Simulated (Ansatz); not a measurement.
Bond-angle distributions (per cent of the angles at each element, bins of 10°) of a relaxed model of amorphous Ti20O42Ge at 3.37 g/cm³. Method: PBE, scalar-relativistic without spin-orbit coupling (plane waves to 420 eV, PAW; Ansatz, a program for electronic structure).

The cell was made by melting and quenching with the CHGNet potential and then relaxed with DFT. O atoms were pushed apart under 1.9 Å during the dynamics, to hinder bonds among them. The hot cell started wider than the set density and was brought back towards it in steps. It is the lowest in DFT energy of 2 quenches. It is a model cell: composition and starting density were chosen by hand, and all elements were melted together. No dispersion term was used. Its density started from a set value of 3.63 and ended at 3.37 g/cm³. The simulated quench (nominally 240 K/ps over its main leg) is rapid and tends to freeze in more defects than a deposited or slowly cooled glass has. Values belong to this one cell and scatter from quench to quench. Volume and shape were free in the relaxation.

Cut-offs for bonds: Ti-Ti 3.12 Å, Ti-O 2.38 Å, Ti-Ge 2.88 Å, O-O 1.58 Å, O-Ge 2.23 Å, Ge-Ge 2.81 Å. Two cations that share two anions don't count as bonded, nor two that share one unless they lie closer than Ti-Ti 3.04 Å, Ti-Ge 2.80 Å, Ge-Ge 2.57 Å.

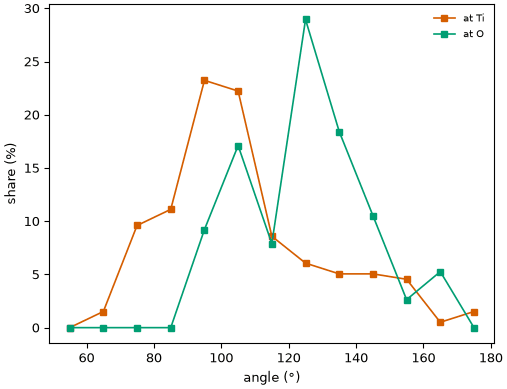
*Bond-angle distributions*

They go with these counts of neighbours within the cut-offs, cation contacts included: Ti mean 5.0, most often 5; O mean 2.4, most often 2.
